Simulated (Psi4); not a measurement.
Excited-state calculation, with input and output: GeH₂

The run: excited-state calculation of GeH₂. Method and program: CIS/cc-pVTZ, RHF (Psi4 1.11).

The geometry comes from this level: PBE0-D4/def2-TZVP.

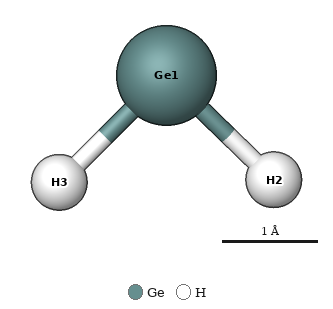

**Figure 1.** The structure as given in the input (ball-and-stick view, seen at a tilt; atoms are numbered from 1 in the order of the input). Sticks mark near contacts.

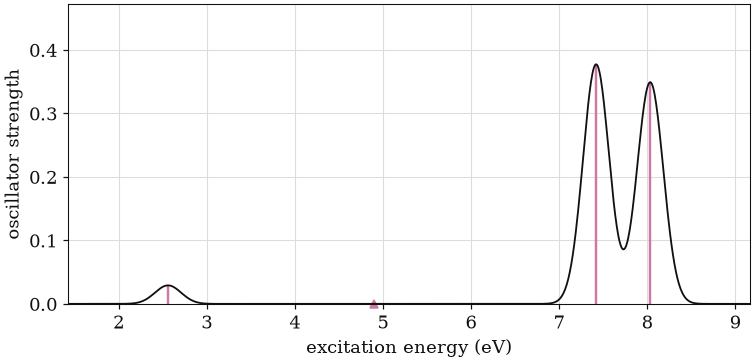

**Figure 2.** Computed excitations as sticks (degenerate states added up, dark ones marked on the axis), with a Gaussian envelope of 0.35 eV full width at half maximum, scaled to the tallest. Of the 4 states the lowest lies at 2.56 eV (f = 0.029); the strongest line is at 7.42 eV, or 167 nm (f = 0.377).

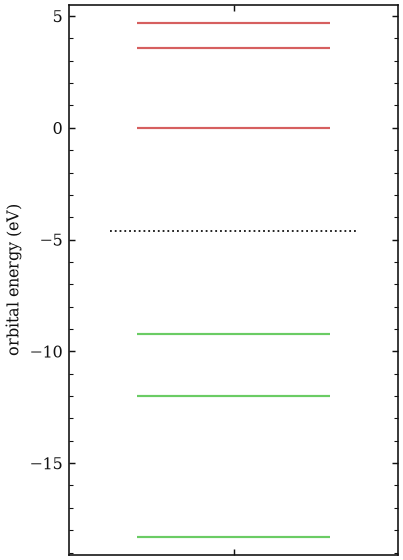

**Figure 3.** Orbital energies near the frontier (SCF reference); the dotted line parts filled from empty levels, and levels within 0.02 eV of each other stand side by side. Highest filled −9.24 eV, lowest empty −0.03 eV, 9.21 eV apart.

These pictures come from the run below.

Input (input.dat):
```python
memory 1600 mb

molecule {
  Ge    -0.570100     0.405100    -0.263700
  H      0.783000     0.743600     0.509000
  H     -0.212900    -1.148700    -0.245300
  units angstrom
  symmetry c1
}

set basis cc-pVTZ
set reference rhf
set puream true
set scf_type df
set df_basis_scf def2-universal-jfit
set save_jk true

from psi4.driver.procrouting.response.scf_response import tdscf_excitations
e_tot, wfn = energy('scf', return_wfn=True)
states = tdscf_excitations(wfn, states=4, tda=True)
```

Launch command:
```bash
psi4 -i input.dat -o output.dat -n 1
```

Log:
```
Psi4 1.11 release

   => Loading Basis Set <=

    Name: CC-PVTZ
    Role: ORBITAL
    Keyword: BASIS

         ---------------------------------------------------------
                                   SCF
                              RHF Reference
                        1 Threads,   1525 MiB Core
         ---------------------------------------------------------

  ==> Geometry <==

    Molecular point group: c1
    Full point group: Cs

    Geometry (in Angstrom), charge = 0, multiplicity = 1:

       Center              X                  Y                   Z               Mass
    ------------   -----------------  -----------------  -----------------  -----------------
         GE          -0.024958252672     0.016208590655     0.000000000000    73.921177761000
         H            1.532865847906     0.356372112592    -0.000000000000     1.007825032230
         H            0.297752933533    -1.545227392759    -0.000000000000     1.007825032230

  Running in c1 symmetry.

  Rotational constants: A =      6.83497  B =      6.50645  C =      3.33333 [cm^-1]
  Rotational constants: A = 204907.26324  B = 195058.57099  C =  99930.83042 [MHz]
  Nuclear repulsion =   21.473702028079785

  Charge       = 0
  Multiplicity = 1
  Electrons    = 34
  Nalpha       = 17
  Nbeta        = 17

  ==> Algorithm <==

  SCF Algorithm Type is DF.
  DIIS enabled.
  MOM disabled.
  Fractional occupation disabled.
  Guess Type is SAD.
  Energy threshold   = 1.00e-06
  Density threshold  = 1.00e-06
  Integral threshold = 1.00e-12

  ==> Primary Basis <==

  Basis Set: CC-PVTZ
    Blend: CC-PVTZ
    Number of shells: 27
    Number of basis functions: 71
    Number of Cartesian functions: 79
    Spherical Harmonics?: true
    Max angular momentum: 3

   => Loading Basis Set <=

    Name: DEF2-UNIVERSAL-JFIT
    Role: JKFIT
    Keyword: DF_BASIS_SCF

  ==> Integral Setup <==

  DFHelper Memory: AOs need 0.004 GiB; user supplied 1.118 GiB.
  SCF_SUBTYPE=INCORE selected. In-core MEM_DF algorithm will be used.
  Using in-core AOs.

  ==> MemDFJK: Density-Fitted J/K Matrices <==

    J tasked:                   Yes
    K tasked:                   Yes
    wK tasked:                   No
    Memory [MiB]:              1144
    Algorithm:                 Core
    Schwarz Cutoff:           1E-12
    Mask sparsity (%):       0.0000
    Fitting Condition:        1E-10

   => Auxiliary Basis Set <=

  Basis Set: DEF2-UNIVERSAL-JFIT
    Blend: DEF2-UNIVERSAL-JFIT
    Number of shells: 28
    Number of basis functions: 80
    Number of Cartesian functions: 97
    Spherical Harmonics?: true
    Max angular momentum: 4

  Minimum eigenvalue in the overlap matrix is 4.1286209176E-03.
  Reciprocal condition number of the overlap matrix is 9.2874317050E-04.
    Using symmetric orthogonalization.

  ==> Pre-Iterations <==

  SCF Guess: Superposition of Atomic Densities via on-the-fly atomic UHF (no occupation information).

   -------------------------
    Irrep   Nso     Nmo
   -------------------------
     A         71      71
   -------------------------
    Total      71      71
   -------------------------

  ==> Iterations <==

                           Total Energy        Delta E     RMS |[F,P]|

   @DF-RHF iter SAD: -2054.61238075472920   -2.05461e+03   0.00000e+00
   @DF-RHF iter   1: -2057.29104566474052   -2.67866e+00   2.59814e-02 ADIIS/DIIS
   @DF-RHF iter   2: -2057.45984516591352   -1.68800e-01   2.87458e-02 ADIIS/DIIS
   @DF-RHF iter   3: -2058.13438412324831   -6.74539e-01   9.06558e-04 ADIIS/DIIS
   @DF-RHF iter   4: -2058.13653437115181   -2.15025e-03   2.54104e-04 ADIIS/DIIS
   @DF-RHF iter   5: -2058.13672018925263   -1.85818e-04   3.28998e-05 DIIS
   @DF-RHF iter   6: -2058.13672992497868   -9.73573e-06   1.05639e-05 DIIS
   @DF-RHF iter   7: -2058.13673053015054   -6.05172e-07   7.06199e-07 DIIS
  Energy and wave function converged.

  ==> Post-Iterations <==

    Orbital Energies [Eh]
    ---------------------

    Doubly Occupied:

       1A   -402.772173     2A    -50.286168     3A    -44.586384
       4A    -44.585177     5A    -44.582601     6A     -6.814924
       7A     -4.884942     8A     -4.880201     9A     -4.878182
      10A     -1.343690    11A     -1.338180    12A     -1.335122
      13A     -1.335089    14A     -1.324945    15A     -0.672218
      16A     -0.440502    17A     -0.339538

    Virtual:

      18A     -0.000995    19A      0.131592    20A      0.171950
      21A      0.247068    22A      0.281058    23A      0.302413
      24A      0.310523    25A      0.357151    26A      0.360866
      27A      0.363593    28A      0.429336    29A      0.475868
      30A      0.585057    31A      0.644184    32A      0.896613
      33A      0.947898    34A      0.954058    35A      0.994232
      36A      1.175491    37A      1.198250    38A      1.229975
      39A      1.328746    40A      1.386894    41A      1.392628
      42A      1.394518    43A      1.414072    44A      1.417684
      45A      1.480055    46A      1.480663    47A      1.547698
      48A      1.640399    49A      1.770938    50A      1.799062
      51A      1.805371    52A      2.110743    53A      2.327770
      54A      2.931067    55A      3.284001    56A      3.484491
      57A      3.510877    58A      3.581017    59A      3.611365
      60A      3.727032    61A      3.790726    62A      3.818757
      63A      3.975840    64A      4.090519    65A      4.192454
      66A      4.203739    67A      4.230491    68A      4.310852
      69A      4.391493    70A      4.869250    71A      4.951933

    Final Occupation by Irrep:
              A
    DOCC [    17 ]
    NA   [    17 ]
    NB   [    17 ]

  @DF-RHF Final Energy: -2058.13673053015054

   => Energetics <=

    Nuclear Repulsion Energy =             21.4737020280797850
    One-Electron Energy =               -2926.4210735024853420
    Two-Electron Energy =                 846.8106409442547147
    Total Energy =                      -2058.1367305301505439

Computation Completed

Properties will be evaluated at   0.000000,   0.000000,   0.000000 [a0]

Properties computed using the SCF density matrix

 Multipole Moments:

 ------------------------------------------------------------------------------------
     Multipole            Electronic (a.u.)      Nuclear  (a.u.)        Total (a.u.)
 ------------------------------------------------------------------------------------

 L = 1.  Multiply by 2.5417464519 to convert [e a0] to [Debye]
 Dipole X            :         -1.8799073            1.9501117            0.0702045
 Dipole Y            :          1.2207606           -1.2664574           -0.0456968
 Dipole Z            :         -0.0000000           -0.0000000           -0.0000000
 Magnitude           :                                                    0.0837667

 ------------------------------------------------------------------------------------

	total time  =          4 seconds =       0.07 minutes

******************************************************************************************
**********                               WARNING                                **********
**********       The names of excited state variables changed between 1.5       **********
**********     and 1.6. For a quick solution, remove the symmetry specifier     **********
**********   from the variable name. For full details, see 'Notes on Psivars'   **********
**********                        in the documentation.                         **********
******************************************************************************************

         ---------------------------------------------------------
                         TDSCF excitation energies
         ---------------------------------------------------------

  ==> Options <==

     Residual threshold  : 1.0000e-04
     Initial guess       : denominators
     Reference           : RHF
     Solver type         : TDA (Davidson)

  ==> Requested Excitations <==

      4 singlet states with A symmetry

  ==> Seeking the lowest 4 singlet states with A symmetry

                         Generalized Davidson Solver

  ==> Options <==

    Max number of iterations        = 60
    Eigenvector tolerance           = 1.0000e-04
    Max number of expansion vectors = 800

  => Iterations <=
                           Max[D[value]]     Max[|R|]   # vectors
  DavidsonSolver iter   1:   3.02184e-01  8.17256e-02     16
  DavidsonSolver iter   2:   1.10298e-02  2.38228e-02     20
  DavidsonSolver iter   3:   5.70794e-04  5.02707e-03     24
  DavidsonSolver iter   4:   1.48685e-05  9.06565e-04     28
  DavidsonSolver iter   5:   4.05506e-07  1.52848e-04     32
  DavidsonSolver iter   6:   5.66036e-09  9.77456e-05     33      Converged

******************************************************************************************
**********                               WARNING                                **********
**********  Length-gauge rotatory strengths are **NOT** gauge-origin invariant  **********
******************************************************************************************

                                    Excitation Energy         Total Energy        Oscillator Strength             Rotatory Strength
     #   Sym: GS->ES (Trans)        au              eV              au          au (length)    au (velocity)    au (length)    au (velocity)
    ---- -------------------- --------------- --------------- --------------- --------------- --------------- --------------- ---------------
     1        A->A (1 A)       0.09409         2.56043        -2058.04264      0.0291          0.0104          0.0000         -0.0000
     2        A->A (1 A)       0.18011         4.90092        -2057.95662      0.0000          0.0000         -0.0000          0.0000
     3        A->A (1 A)       0.27269         7.42028        -2057.86404      0.3773          0.1266         -0.0000         -0.0000
     4        A->A (1 A)       0.29526         8.03456        -2057.84147      0.3491          0.2772          0.0000          0.0000

Contributing excitations
Only contributions with abs(coeff) > 1.00e-01 will be printed:

Excited State    1 (1 A):   0.09409 au   484.23 nm f = 0.0291
  Sums of squares: Xssq =  1.000000e+00
     17a  ->  18a    -0.984294 (96.883%)
     17a  ->  24a     0.137998 ( 1.904%)

Excited State    2 (1 A):   0.18011 au   252.98 nm f = 0.0000
  Sums of squares: Xssq =  1.000000e+00
     16a  ->  18a     0.984534 (96.931%)
     16a  ->  24a    -0.151753 ( 2.303%)

Excited State    3 (1 A):   0.27269 au   167.09 nm f = 0.3773
  Sums of squares: Xssq =  1.000000e+00
     16a  ->  20a    -0.143307 ( 2.054%)
     16a  ->  25a    -0.132061 ( 1.744%)
     17a  ->  19a    -0.971576 (94.396%)

Excited State    4 (1 A):   0.29526 au   154.31 nm f = 0.3491
  Sums of squares: Xssq =  1.000000e+00
     16a  ->  19a    -0.130356 ( 1.699%)
     17a  ->  20a    -0.973700 (94.809%)
     17a  ->  29a    -0.114839 ( 1.319%)

******************************************************************************************
**********                               WARNING                                **********
**********       The names of excited state variables changed between 1.5       **********
**********     and 1.6. For a quick solution, remove the symmetry specifier     **********
**********   from the variable name. For full details, see 'Notes on Psivars'   **********
**********                        in the documentation.                         **********
******************************************************************************************

    Psi4 run time: 0:00:04.03
```

Key numbers:

| quantity | value |
| --- | --- |
| outcome | converged |
| total energy | −2058.136731 hartree |
| basis functions | 71 |
| HOMO of the SCF reference | −9.24 eV |
| LUMO of the SCF reference | −0.03 eV |
| lowest excitation | 2.56 eV |
| hardware | 1 thread of AMD EPYC (Zen 3), 24 GiB of memory available, shared host |
| wall time | 5.7 s |
| peak memory | 0.57 GiB |

Notes:

These settings are looser than, or depart from, a standard set-up, so the numbers are not reference values for this system. Further notes kept with the run: Coulomb fitting set used for exchange.
